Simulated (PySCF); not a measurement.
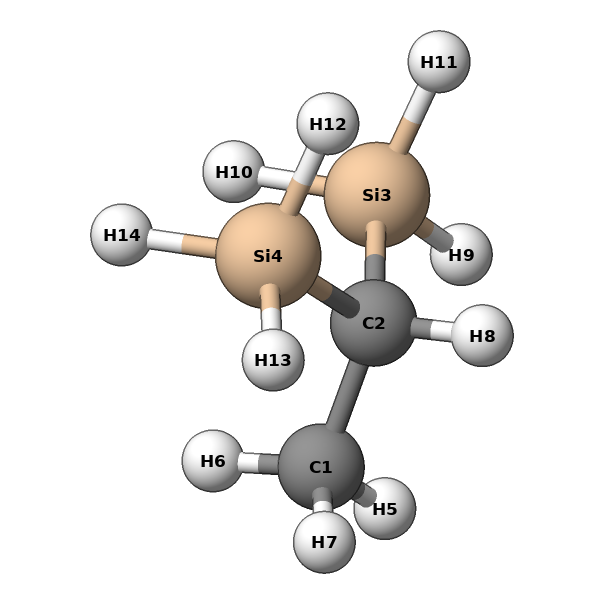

Every bond is drawn as one stick. The computed structure is the end point of a GFN2-xTB optimisation. No frequency run is at hand to confirm it as a minimum. Level of theory: PBE0/pcSseg-1 (PySCF 2.14.0).

List the Mayer bond orders of C1–C2, C1–H6, C1–H5, C2–Si3, C2–H8, Si3–H11, Si3–H9, Si3–H10 (one bond of each equivalent set).

| bond | Mayer order | length (Å) |
| --- | --- | --- |
| C1–C2 | 1.02 | 1.529 |
| C1–H6 | 0.96 | 1.089 |
| C1–H5 | 0.96 | 1.090 |
| C2–Si3 | 0.90 | 1.905 |
| C2–H8 | 0.92 | 1.096 |
| Si3–H11 | 0.95 | 1.464 |
| Si3–H9 | 0.94 | 1.468 |
| Si3–H10 | 0.95 | 1.465 |

The geometry is semi-empirical. Around Si such bond lengths and angles can be off by a tenth of an ångström or more and by several degrees, and values that hang on the shape move with them.
